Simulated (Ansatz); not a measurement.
# Bi (R-3m, 2 atoms in the cell) under biaxial strain in the (0001) plane, that of a and b, part 2 of 2

Aim: how do the optical modes of Bi (R-3m, 2 atoms in the cell) shift and split under this strain?

Ansatz 0.2.0; DFT PBEsol, scalar-relativistic, plane waves, PAW; PAW set soft_1.

So far, highest optical mode at the zone centre (no LO-TO term) (cm⁻¹): step 4 (modes at rest) 99.2.

The database entry behind the starting cell lists a temperature near 78 K, so it need not match the best structure at ambient conditions.

### 5. Relaxation of a member: biaxial strain of +4 % in the (0001) plane, that of a and b

The cell takes a biaxial strain of +4 % in the (0001) plane, that of a and b. The strained lengths are held, while the rest of the cell and the atoms relax.

The input, input.yaml:

```yaml
crystal:
  lattice:
    - [2.3532820475, 1.3586680236, 3.7441388867]
    - [-2.3532820475, 1.3586680236, 3.7441388867]
    - [0.0, -2.7173360472, 3.7441388868]
  atoms:
    - { symbol: Bi, position: [0.2369449983, 0.2369449983, 0.2369449983] }
    - { symbol: Bi, position: [0.7630550017, 0.7630550017, 0.7630550017] }
  conventional_axes: [[1, -1, 0], [0, 1, -1], [1, 1, 1]]
kpoints:
  mp_grid: { grid: [12, 12, 12] }
hamiltonian:
  xc: pbesol
  pseudopotentials: { kind: paw, azcp: { folder: soft_1 }, xc_functional: pbe }
scf:
  occupations: { method: methfessel_paxton, width: 0.2 }
output:
  forces: true
  stress: true
  eigenvalues: true
relax:
  adjacent_minimum: "off"
  f_tol: 0.001
  max_steps: 60
  cell: { stress_tol: 0.01, fix: [a, b, gamma] }
```

Command:

```
$ ansatz run input.yaml --threads 4 --pin off --max-ram 10240MiB --backend cpu --events-out ev --progress --plain --runs-dir out
```

Numbers of over 12 decimals in the logs are rounded to 6 here.

The log of the run:

```text
[...]
Crystal: 2 atoms, lattice volume = 71.827 Å³
Basis set: ecut = 420 eV, 1411 PW (Γ), exchange–correlation on 64×64×64 points (8 copies of the dense FFT grid, shifted against one another)
Bands: 19, of which v1, the nominal top of the filled ones, is band 15 counted from 1 (14 counted from 0)
Symmetry: 12 space group operations
[...]
k-points: 189 of 1728
[...]
k-point 188: bands = [... 11 lower, -0.5837, 8.2076, 8.6637, 8.6637, 9.5900, 9.6094, 9.6094, 16.9873]
--- Relaxed structure (5 steps of the walk, 5 accepted, 1 SCFs on fresh bases) ---
[...]
cell:  # Å, volume = 70.8909 Å³
    - [2.353282, 1.358668, 3.695320]
    - [-2.353282, 1.358668, 3.695320]
    - [0, -2.717336, 3.695320]
  atoms:
    - { symbol: Bi, position: [0.237130, 0.237130, 0.237130] }
    - { symbol: Bi, position: [0.762870, 0.762870, 0.762870] }
[key lines of the parts left out:]
SCF converged after 6 iterations
Free energy (F): -24488.883896 eV
Fermi energy:    9.373438 eV
P = ⅓ Tr σ = -1.7745 GPa (-17.745 kbar)
```

Elapsed: 21 s, on 4 threads of Arm Neoverse V1, shared host; peak memory 0.52 GiB.

The steps of the relaxation:

```tsv
step	energy less that of the first step (eV)	largest force component (eV/Å)	pressure (GPa)	volume (Å³)
1	0.0000	0.0435	-2.24	71.83
2	-0.0014	0.0522	-1.72	71.04
3	-0.0017	0.0200	-1.82	71.12
4	-0.0019	0.0068	-1.78	70.93
5	-0.0019	0.0002	-1.77	70.89
6*	-0.0018	0.0002	-1.77	70.89
```

Relaxation steps marked * repeat the geometry before them on a plane-wave basis chosen anew for their cell, so energy and pressure can jump there.

The run keeps the 12 symmetry operations that it works with, so distortions that break them were not tested.

```tsv
conventional cell, symmetrised	before	after	change
a (Å)	4.707	4.707	+0.0 %
b (Å)	4.707	4.707	+0.0 %
c (Å)	11.232	11.086	-1.3 %
volume (Å³/atom)	35.91	35.45	-1.3 %
```

The relaxed structure:

```cif
data_structure
_symmetry_space_group_name_H-M 'P 1'
_symmetry_Int_Tables_number 1
_cell_length_a 4.5869
_cell_length_b 4.5869
_cell_length_c 4.5869
_cell_angle_alpha 61.734
_cell_angle_beta 61.734
_cell_angle_gamma 61.734
_cell_volume 70.89
loop_
_atom_site_label
_atom_site_type_symbol
_atom_site_fract_x
_atom_site_fract_y
_atom_site_fract_z
_atom_site_occupancy
Bi1 Bi 0.23713 0.23713 0.23713 1
Bi2 Bi 0.76287 0.76287 0.76287 1
```

Numbers from this step:

```
pressure        : -1.774 GPa
volume per atom : 35.45 Å³
```

The largest force component left is 0.15 meV/Å.

### 6. Modes of this member: biaxial strain of +4 % in the (0001) plane, that of a and b

The zone-centre modes follow for biaxial strain of +4 % in the (0001) plane, that of a and b.

input.yaml, the sections that differ from step 5:

```yaml
crystal:
  lattice:
    - [2.3532820475, 1.3586680236, 3.6953198036]
    - [-2.3532820475, 1.3586680236, 3.6953198036]
    - [0.0, -2.7173360472, 3.6953198037]
  atoms:
    - { symbol: Bi, position: [0.2371296453, 0.2371296453, 0.2371296453] }
    - { symbol: Bi, position: [0.7628703547, 0.7628703547, 0.7628703547] }
output:
  eigenvalues: true
phonons:
  method: dfpt
# kpoints, hamiltonian, scf: as in step 5
# relax: removed
```

The log of the run:

```text
[...]
Crystal: 2 atoms, lattice volume = 70.891 Å³
Basis set: ecut = 420 eV, 1387 PW (Γ), exchange–correlation on 64×64×64 points (8 copies of the dense FFT grid, shifted against one another)
Bands: 19, of which v1, the nominal top of the filled ones, is band 15 counted from 1 (14 counted from 0)
Symmetry: 12 space group operations
k-points: 476 of 1728 (irreducible under 2 space group operations, time reversal used)
[...]
SCF iter   1: F=—  HF=-24488.896167 eV  |F-HF|=—  |Δ(HF+E_count)|=         —  Δρ=1.03e-2  dr2=6.56e-2  ethr=3.10e-3  ⟨swp⟩=5.4  Hψ=43292  notcnv=0
[...]
SCF iter  11: F=-24488.883896 eV  HF=-24488.883896 eV  |F-HF|=1.09e-11  |Δ(HF+E_count)|=    0.00e0  S|Δr|=    0.00e0  Δρ=5.19e-8  dr2=2.08e-12  ethr=1.00e-12  ⟨swp⟩=5.4  Hψ=35250  notcnv=0
SCF 1 converged in 11 iterations: F = -24488.883896 eV  dr2 = 2.08e-12
[...]
SCF converged after 11 iterations
[...]
Free energy (F): -24488.883896 eV
[...]
Internal energy: -24488.886801 eV  (E = F + TS)
E sigma→0 (E₀):  -24488.884622 eV
Entropy (-TS):   0.002905 eV (1.453 meV/atom)
Fermi energy:    9.373438 eV
[...]
--- Band table (eV; the first three rows and the last of 476) ---
  k-point 0: bands = [... 11 lower, 1.8967, 7.9740, 7.9740, 8.5596, 12.1058, 12.5374, 12.5374, 14.7522]
  k-point 1: bands = [... 11 lower, 1.7393, 7.9923, 8.0339, 8.5620, 11.9123, 12.2259, 12.3392, 14.5401]
  k-point 2: bands = [... 11 lower, 1.3095, 8.0493, 8.1803, 8.5785, 11.3371, 11.7076, 11.8484, 14.4259]
  k-point 475: bands = [... 11 lower, -0.5837, 8.2076, 8.6637, 8.6637, 9.5900, 9.6094, 9.6094, 16.9873]
[...]
ASR residual: 3.261e-5 → 0.000e0 eV/Å²; symmetrization residual: 2.429e-5 eV/Å²
  ASR residual per site (eV/Å²): 3.26e-5 3.26e-5
  Γ frequencies (cm⁻¹): 0.00 0.00 0.00 23.98 23.98 86.11
[...]
```

Run time: 46 s. Hardware: 4 threads; peak memory 1.8 GiB; 2.8 min of CPU time.

Numbers from this step:

```yaml
sum_rule_residual_before_enforcement: 3.26e-5 eV/Å²
highest_optical_mode_at_the_zone_centre_no_lo_to_term: 86.11 cm⁻¹
lowest_optical_zone_centre_mode: 23.98 cm⁻¹
```

Patterns of degenerate modes are one choice out of their space. Modes at Γ:

```tsv
mode	frequency (cm⁻¹)	symmetry
1	0.0	acoustic
2	0.0	acoustic
3	0.0	acoustic
4	24.0	Eg
5	24.0	Eg
6	86.1	A1g
```

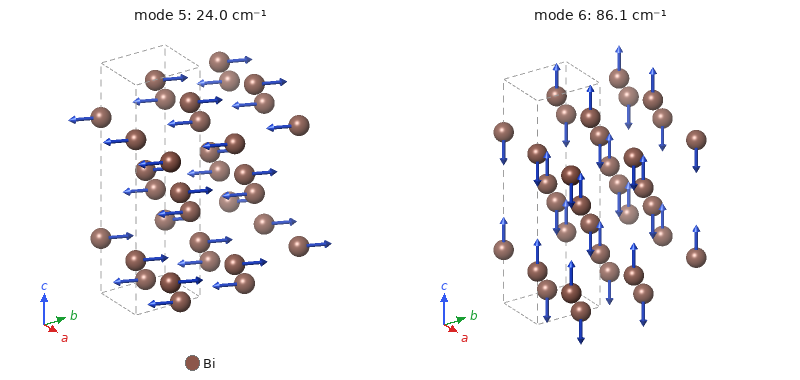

Displacement patterns of modes 5 and 6 at Γ; arrows are exaggerated. 2×2×1 conventional cells are drawn. Some periodic images of atoms are drawn too.

The lowest optical mode is real, 24.0 cm⁻¹, and the highest lies at 86.1 cm⁻¹.

Between step 4 and this run (strain 4 %) the value for the highest optical mode at the zone centre (no LO-TO term) moves from 99.2 cm⁻¹ to 86.1 cm⁻¹ (-13 %).

### 7. A member of the series: biaxial strain of -4 % in the (0001) plane, that of a and b

The cell takes a biaxial strain of -4 % in the (0001) plane, that of a and b. The strained lengths are held, while the rest of the cell and the atoms relax.

input.yaml, the sections that differ from step 6:

```yaml
crystal:
  lattice:
    - [2.1722603515, 1.2541550987, 4.0400292894]
    - [-2.1722603515, 1.2541550987, 4.0400292894]
    - [0.0, -2.5083101974, 4.0400292894]
  atoms:
    - { symbol: Bi, position: [0.2366546644, 0.2366546644, 0.2366546644] }
    - { symbol: Bi, position: [0.7633453356, 0.7633453356, 0.7633453356] }
  conventional_axes: [[1, -1, 0], [0, 1, -1], [1, 1, 1]]
output:
  forces: true
  stress: true
  eigenvalues: true
relax:
  adjacent_minimum: "off"
  f_tol: 0.001
  max_steps: 60
  cell: { stress_tol: 0.01, fix: [a, b, gamma] }
# kpoints, hamiltonian, scf: as in step 6
# phonons: removed
```

The log of the run:

```text
[...]
Crystal: 2 atoms, lattice volume = 66.039 Å³
Basis set: ecut = 420 eV, 1279 PW (Γ), exchange–correlation on 64×64×64 points (8 copies of the dense FFT grid, shifted against one another)
Bands: 19, of which v1, the nominal top of the filled ones, is band 15 counted from 1 (14 counted from 0)
Symmetry: 12 space group operations
[...]
k-points: 189 of 1728
[...]
k-point 188: bands = [... 11 lower, -0.0055, 10.0025, 10.1526, 10.1526, 11.2770, 11.2770, 11.3200, 17.1749]
--- Relaxed structure (5 steps of the walk, 5 accepted, 1 SCFs on fresh bases) ---
[...]
cell:  # Å, volume = 66.9975 Å³
    - [2.172260, 1.254155, 4.098680]
    - [-2.172260, 1.254155, 4.098680]
    - [0, -2.508310, 4.098680]
  atoms:
    - { symbol: Bi, position: [0.236937, 0.236937, 0.236937] }
    - { symbol: Bi, position: [0.763063, 0.763063, 0.763063] }
[key lines of the parts left out:]
SCF converged after 6 iterations
Free energy (F): -24488.883138 eV
Fermi energy:    10.374865 eV
P = ⅓ Tr σ = 1.6601 GPa (16.601 kbar)
```

Elapsed: 23 s, on 4 threads; peak memory 0.52 GiB.

Relaxation path:

```tsv
step	energy less that of the first step (eV)	largest force component (eV/Å)	pressure (GPa)	volume (Å³)
1	0.0000	0.1073	2.61	66.04
2	-0.0024	0.0787	1.31	67.03
3	-0.0034	0.0184	1.70	66.79
4	-0.0034	0.0153	1.65	66.90
5	-0.0035	0.0008	1.66	67.00
6*	-0.0036	0.0008	1.66	67.00
```

Relaxation steps marked * repeat the geometry before them on a plane-wave basis chosen anew for their cell, so energy and pressure can jump there.

The run keeps the 12 symmetry operations that it works with, so distortions that break them were not tested.

```tsv
conventional cell, symmetrised	before	after	change
a (Å)	4.345	4.345	+0.0 %
b (Å)	4.345	4.345	+0.0 %
c (Å)	12.120	12.296	+1.5 %
volume (Å³/atom)	33.02	33.50	+1.5 %
```

The relaxed structure:

```xyz
2
Lattice="2.1723 1.2542 4.0987 -2.1723 1.2542 4.0987 0.0000 -2.5083 4.0987" Properties=species:S:1:pos:R:3 pbc="T T T"
Bi    0.0000    0.0000    2.9134
Bi    0.0000    0.0000    9.3826
```

Numbers from this step:

| Property | Result |
| --- | --- |
| pressure | 1.660 GPa |
| volume per atom | 33.50 Å³ |

The largest force component left is 0.77 meV/Å.

### 8. Zone-centre modes of the member: biaxial strain of -4 % in the (0001) plane, that of a and b

The zone-centre modes follow for biaxial strain of -4 % in the (0001) plane, that of a and b.

input.yaml, the sections that differ from step 7:

```yaml
crystal:
  lattice:
    - [2.1722603515, 1.2541550987, 4.0986797041]
    - [-2.1722603515, 1.2541550987, 4.0986797041]
    - [0.0, -2.5083101974, 4.0986797041]
  atoms:
    - { symbol: Bi, position: [0.2369372973, 0.2369372973, 0.2369372973] }
    - { symbol: Bi, position: [0.7630627027, 0.7630627027, 0.7630627027] }
output:
  eigenvalues: true
phonons:
  method: dfpt
# kpoints, hamiltonian, scf: as in step 7
# relax: removed
```

The log of the run:

```text
[...]
Crystal: 2 atoms, lattice volume = 66.997 Å³
Basis set: ecut = 420 eV, 1309 PW (Γ), exchange–correlation on 72×72×72 points (8 copies of the dense FFT grid, shifted against one another)
Bands: 19, of which v1, the nominal top of the filled ones, is band 15 counted from 1 (14 counted from 0)
Symmetry: 12 space group operations
k-points: 476 of 1728 (irreducible under 2 space group operations, time reversal used)
[...]
k-point 1: bands = [... 11 lower, 2.7530, 8.1555, 9.3465, 9.4238, 12.9616, 13.1373, 13.2132, 15.5298]
  k-point 2: bands = [... 11 lower, 2.3310, 8.3276, 9.1677, 9.3802, 12.1311, 12.7482, 12.7988, 15.3528]
  k-point 475: bands = [... 11 lower, -0.0055, 10.0025, 10.1526, 10.1526, 11.2770, 11.2770, 11.3200, 17.1749]
[...]
ASR residual: 1.468e-5 → 0.000e0 eV/Å²; symmetrization residual: 1.389e-5 eV/Å²
  ASR residual per site (eV/Å²): 1.47e-5 1.47e-5
  Γ frequencies (cm⁻¹): 0.00 0.00 0.00 79.26 79.26 92.57
[...]
[key lines of the parts left out:]
SCF converged after 11 iterations
Free energy (F): -24488.883138 eV
Fermi energy:    10.374865 eV
```

Elapsed: 50 s, on 4 threads; peak memory 1.8 GiB.

This step gave:

| Quantity | Value |
| --- | --- |
| sum-rule residual before enforcement | 1.47e-5 eV/Å² |
| highest optical mode at the zone centre (no LO-TO term) | 92.57 cm⁻¹ |
| lowest optical zone-centre mode | 79.26 cm⁻¹ |

Patterns of degenerate modes are one choice out of their space. Modes at Γ:

```tsv
mode	frequency (cm⁻¹)	symmetry
1	0.0	acoustic
2	0.0	acoustic
3	0.0	acoustic
4	79.3	Eg
5	79.3	Eg
6	92.6	A1g
```

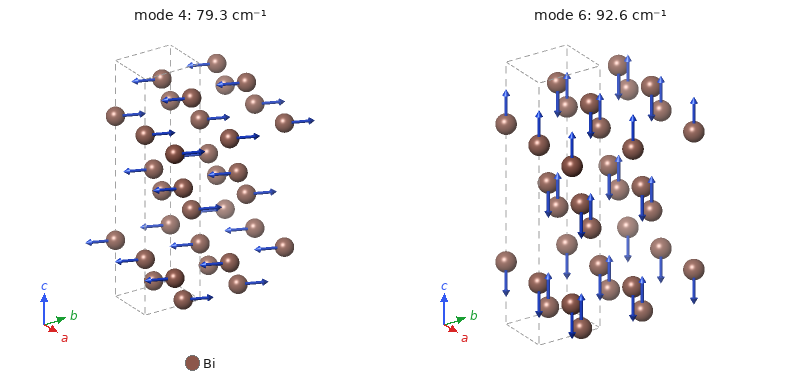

Displacement patterns of modes 4 and 6 at Γ; arrows are exaggerated. 2×2×1 conventional cells are drawn. Some periodic images of atoms are drawn too.

The lowest optical mode is real, 79.3 cm⁻¹, and the highest lies at 92.6 cm⁻¹.

Between step 4 and this run (strain -4 %) the value for the highest optical mode at the zone centre (no LO-TO term) moves from 99.2 cm⁻¹ to 92.6 cm⁻¹ (-7 %).

### 9. The series together

The members are set side by side, also those not shown above.

Stress is positive in compression; energies are extrapolated to zero smearing, and E0 is that at rest; the edges not held and the atoms are relaxed in each cell; all runs use 12×12×12 k points and Methfessel-Paxton smearing of 0.2 eV. State of the crystal along the series:

```tsv
strain (%)	in-plane stress (GPa)	free strain along c (%)	E - E0 (meV/atom)
-4	2.486	5.53	24.32
-3	2.073	4.02	14.32
-2	1.486	2.589	6.5
-1	0.7566	1.246	1.633
0	3.51e-4	0	0
1	-0.7307	-1.21	1.543
2	-1.426	-2.398	6.107
3	-2.075	-3.599	13.52
4	-2.659	-4.856	23.61
```

Optical modes are counted from below at rest and tracked from member to member by their patterns, and modes that stay within 0.3 cm⁻¹ of each other stand once; labels, where given, are those at rest; the edges not held and the atoms are relaxed in each cell; all runs use 12×12×12 k points and Methfessel-Paxton smearing of 0.2 eV. Optical modes along the series:

```tsv
strain (%)	optical mode 1 Eg (cm⁻¹)	optical mode 2 A1g (cm⁻¹)
-4	79.26	92.57
-3	77.66	95.43
-2	75.68	100.6
-1	71.11	101.7
0	65.25	99.19
1	58.48	96.28
2	50.66	93.32
3	41.03	90.12
4	23.98	86.11
```

Value and slope at zero strain of a cubic (a lower polynomial where under five rows exist) through the rows within 2 % of rest. Slopes at rest:

```tsv
mode	frequency (cm⁻¹)	shift per percent of strain (cm⁻¹)	shift per GPa of compressive stress (cm⁻¹)
optical mode 1 Eg	65.3	-6.33	8.46
optical mode 2 A1g	99.4	-3.01	4.02
```

### 10. Summary of results

```json
{"members": "9", "highest optical mode at the zone centre (no LO-TO term), at rest": "99.19 cm⁻¹", "biaxial modulus in the (0001) plane, that of a and b": "74.9 GPa", "optical mode 1 Eg, shift per percent": "-6.33 cm⁻¹", "optical mode 2 A1g, shift per percent": "-3.01 cm⁻¹"}
```

The stress changes by 0.75 GPa for each percent, a biaxial modulus of 75 GPa in the (0001) plane, that of a and b. For each percent the free edge responds with -1.22 %. Within 2 % of rest optical mode 2 A1g bends away from a straight line, so a single slope holds only near rest. The fastest shift in the table of slopes is -6.3 cm⁻¹ for each percent (optical mode 1 Eg), or 8.5 cm⁻¹ for each GPa of compressive stress. For small strain, the measured shift of a line that Raman or infrared light can see, divided by its slope, estimates the stress, if the state of stress is of this kind. These are harmonic frequencies at zero temperature: anharmonic shifts, linewidths and thermal expansion are left out. Spin-orbit coupling is left out, which can matter for the heavy elements here. With no gap, or one that is small against the smearing, the frequencies hang on the k mesh and the smearing, most of all near Kohn anomalies. The PAW files were made for PBE; the program adapts parts of them to the functional of the run, but their partial waves stay those of PBE, an approximation that was not tested in this session. Only the zone centre was solved, so an instability at another wavevector cannot show here.

[Logs are printed without paths, hosts, clocks, repeated set-up lines and the standing remarks that a program may print on its own settings, such as how far it seeks lower states.]

[Hosts, paths, dates, database ids (printed as entryN), source tags and the programs' standing remarks are cut or masked in the printed files.]
